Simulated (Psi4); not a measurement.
**CH2NSn (SMILES N#[C][SnH2]) at UM06-L/def2-TZVPD (Coulomb fitting set, core potential, sweep point 1)**

What is the vertical ionisation energy of CH2NSn at UM06-L/def2-TZVPD (Coulomb fitting set, core potential, sweep point 1)? 

The results are computed with Psi4 1.11.

### 1 Starting point

CH2NSn has 5 atoms, charge 0, and is taken as a doublet. SMILES: `N#[C][SnH2]`. The shape is that of a PBE0-D4/def2-TZVP optimisation.

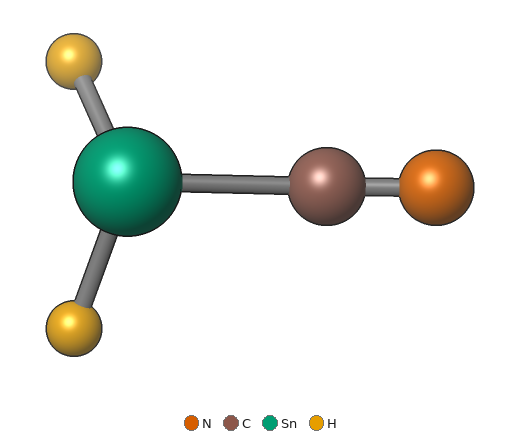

The structure, seen from a chosen angle (nitrogen orange, carbon brown, tin teal, hydrogen amber).

### 2 A single-point energy at UM06-L/def2-TZVPD (Coulomb fitting set, core potential, sweep point 1)

Contents of calc.dat:

```
memory 1.6 GB

molecule {
  0 2
  N      0.833800    -1.535700     1.665600
  C      0.506000    -0.851500     0.796000
  Sn     0.009600     0.331100    -0.886300
  H     -1.648500     0.038200    -1.184000
  H      0.349000     1.944400    -0.432600
  symmetry c1
}

set globals {
  basis                def2-TZVPD
  reference            uks
  puream               true
  scf_type             df
  dft_radial_points    99
  dft_spherical_points 590
  df_basis_scf         def2-universal-jfit
  maxiter              150
}

result, w = energy('m06-l', return_wfn=True)
```

Launch:

```console
$ psi4 -n 1 calc.dat calc.out
```

calc.out:

```text
[...]
    !!!  WARNING: ECP capability is in beta. Please check occupations closely.  !!!
[...]
  Running in c1 symmetry.
[...]
  Nuclear repulsion =   94.907877767547262
[...]
  Multiplicity = 2
[...]
  Nalpha       = 19
  Nbeta        = 18
[...]
    Number of basis functions: 148
[...]
   @DF-UKS iter   1:  -308.10918276160277   -1.10568e+00   6.01552e-03 DIIS/ADIIS
[...]
   @DF-UKS iter  11:  -308.47357527469677   -3.68162e-08   4.47321e-07 DIIS
[...]
   @S^2 Observed:                7.517362373E-01
[...]
    Orbital Energies [Eh]
    ---------------------
    Alpha Occupied:
       1A    -14.168297     2A    -10.063742     3A     -5.043161
       4A     -3.398288     5A     -3.396540     6A     -3.393078
       7A     -1.004024     8A     -1.001789     9A     -1.001008
      10A     -0.998101    11A     -0.997908    12A     -0.857248
      13A     -0.530366    14A     -0.403224    15A     -0.345217
      16A     -0.323991    17A     -0.310699    18A     -0.309366
      19A     -0.216508
    Alpha Virtual:
      20A     -0.035359    21A     -0.033449    22A     -0.022395
      23A      0.001816    24A      0.026434    25A      0.028626
[...]
  @DF-UKS Final Energy:  -308.47357527469677
   => Energetics <=
    Nuclear Repulsion Energy =             94.9078777675472622
    One-Electron Energy =                -691.3045747674748327
    Two-Electron Energy =                 319.1632400598907680
    DFT Exchange-Correlation Energy =     -31.2401183346599502
    Empirical Dispersion Energy =           0.0000000000000000
    VV10 Nonlocal Energy =                  0.0000000000000000
    Total Energy =                       -308.4735752746967705
[...]
 Multipole Moments:
 ------------------------------------------------------------------------------------
     Multipole            Electronic (a.u.)      Nuclear  (a.u.)        Total (a.u.)
 ------------------------------------------------------------------------------------
 L = 1.  Multiply by 2.5417464519 to convert [e a0] to [Debye]
 Dipole X            :         -6.7555645            6.3960812           -0.3594833
 Dipole Y            :         18.0646479          -17.1723876            0.8922604
 Dipole Z            :        -27.9301617           26.6182836           -1.3118780
 Magnitude           :                                                    1.6267700
[...]
```

It took 36 s on 1 thread of Intel Xeon 6975P-C (Granite Rapids), shared host; peak memory 1.1 GiB.

### 3 The singlet cation, same level

Contents of job.in:

```
memory 1600 mb

molecule {
  1 1
  N      0.833800    -1.535700     1.665600
  C      0.506000    -0.851500     0.796000
  Sn     0.009600     0.331100    -0.886300
  H     -1.648500     0.038200    -1.184000
  H      0.349000     1.944400    -0.432600
  symmetry c1
}

set globals {
  basis def2-TZVPD
  puream true
  scf_type df
  dft_radial_points 99
  dft_spherical_points 590
  df_basis_scf def2-universal-jfit
}

e, wfn = energy("m06-l", return_wfn=True)
print_variables()
```

Launch:

```console
$ psi4 -i job.in -o job.out -n 1
```

job.out:

```text
[...]
    !!!  WARNING: ECP capability is in beta. Please check occupations closely.  !!!
[...]
  Running in c1 symmetry.
[...]
  Nuclear repulsion =   94.907877767547262
[...]
  Multiplicity = 1
[...]
  Nalpha       = 18
  Nbeta        = 18
[...]
    Number of basis functions: 148
[...]
   @DF-RKS iter   1:  -307.88302154971848   -8.79516e-01   5.37151e-03 DIIS/ADIIS
[...]
   @DF-RKS iter  11:  -308.14829928657105   -6.18784e-08   6.66384e-07 DIIS
[...]
    Orbital Energies [Eh]
    ---------------------
    Doubly Occupied:
       1A    -14.386200     2A    -10.277286     3A     -5.317020
       4A     -3.678431     5A     -3.666663     6A     -3.663166
       7A     -1.277866     8A     -1.275775     9A     -1.274109
      10A     -1.265560    11A     -1.264806    12A     -1.063568
      13A     -0.763222    14A     -0.623286    15A     -0.568871
      16A     -0.526025    17A     -0.514737    18A     -0.508103
[...]
  @DF-RKS Final Energy:  -308.14829928657105
   => Energetics <=
    Nuclear Repulsion Energy =             94.9078777675472622
    One-Electron Energy =                -682.2378171336863488
    Two-Electron Energy =                 310.1428660454978967
    DFT Exchange-Correlation Energy =     -30.9612259659298346
    Empirical Dispersion Energy =           0.0000000000000000
    VV10 Nonlocal Energy =                  0.0000000000000000
    Total Energy =                       -308.1482992865710457
[...]
 Multipole Moments:
 ------------------------------------------------------------------------------------
     Multipole            Electronic (a.u.)      Nuclear  (a.u.)        Total (a.u.)
 ------------------------------------------------------------------------------------
 L = 1.  Multiply by 2.5417464519 to convert [e a0] to [Debye]
 Dipole X            :         -6.6055092            6.3960812           -0.2094279
 Dipole Y            :         17.9930198          -17.1723876            0.8206322
 Dipole Z            :        -28.1468984           26.6182836           -1.5286147
 Magnitude           :                                                    1.7475584
[...]
```

It took 24 s on 1 thread of Intel Xeon 6975P-C (Granite Rapids), shared host; peak memory 1.1 GiB.

### 4 Outcome

Level: UM06-L/def2-TZVPD (Coulomb fitting set, core potential, sweep point 1).

```
                                          quantity          value
                      doublet CH2NSn: total energy  -308.47358 Eh
                     doublet CH2NSn: dipole moment         4.13 D
doublet CH2NSn: HOMO energy (highest over α and β)       -5.89 eV
 doublet CH2NSn: LUMO energy (lowest over α and β)       -4.90 eV
                              doublet CH2NSn: ⟨S²⟩          0.752
                      singlet cation: total energy  -308.14830 Eh
                       singlet cation: HOMO energy      -13.83 eV
                       singlet cation: LUMO energy      -11.77 eV
                     singlet cation: HOMO–LUMO gap        2.05 eV
vertical ionisation energy (to the singlet cation)       8.851 eV
```

In words: The vertical ionisation energy comes to 8.85 eV (204 kcal/mol). Only the singlet of the ionised species was computed; a triplet could lie lower.
